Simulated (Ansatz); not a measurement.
Band structure of a (100) slab of Ba (cut from a parent of space group no. 229; 2 atoms in the cell).

```xyz
2
Lattice="5.1249 0.0000 0.0000 0.0000 5.1249 0.0000 0.0000 0.0000 14.5100" Properties=species:S:1:pos:R:3 pbc="T T T"
Ba     0.0000     0.0000     8.5100
Ba     2.5625     2.5625     6.0000
```

Method: LDA (PW92), PAW files made with PBE (plane waves; Ansatz, a program for electronic structure).

Settings: kpoints.mp_grid.grid = 5 5 1; hamiltonian.xc = lda; hamiltonian.pseudopotentials = {kind: paw} (the program's default PAW files); scf.occupations.method = fermi_dirac; scf.occupations.width = 0.0073 Ry; kpoints.band_path.path = [[0.5, 0.5, 0.0], [0.0, 0.0, 0.0], [0.0, 0.5, 0.0], [0.5, 0.5, 0.0]]; kpoints.band_path.npoints = 6.

The starting cell has typed, rounded lattice constants, without a prior relaxation at this level. The slab is cut from that crystal, and its faces are unrelaxed. Its lattice was rescaled in the plane by a random factor within 2.5 % of one.

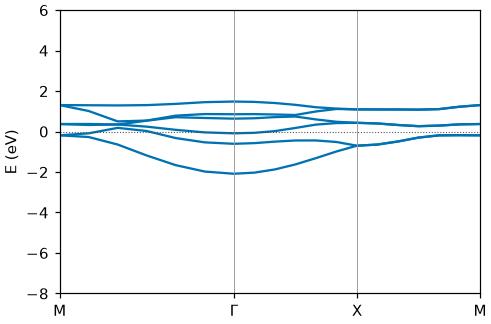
Figure. Bands along the path, energies from the Fermi level.

Levels in eV from the Fermi level, bands 7 to 13:
```json
[
 {"point": "M", "7": "-14.50", "8": "-14.50", "9": "-0.19", "10": "-0.19", "11": "0.37", "12": "0.37", "13": "1.31"},
 {"point": "Γ", "7": "-14.48", "8": "-14.48", "9": "-2.09", "10": "-0.61", "11": "-0.09", "12": "0.64", "13": "0.86"},
 {"point": "X", "7": "-14.54", "8": "-14.54", "9": "-0.70", "10": "-0.70", "11": "0.43", "12": "0.43", "13": "1.09"}
]
```

Bands cross the Fermi level along this path, so the cell is metallic at this level.

Keys are those of Ansatz 0.2.
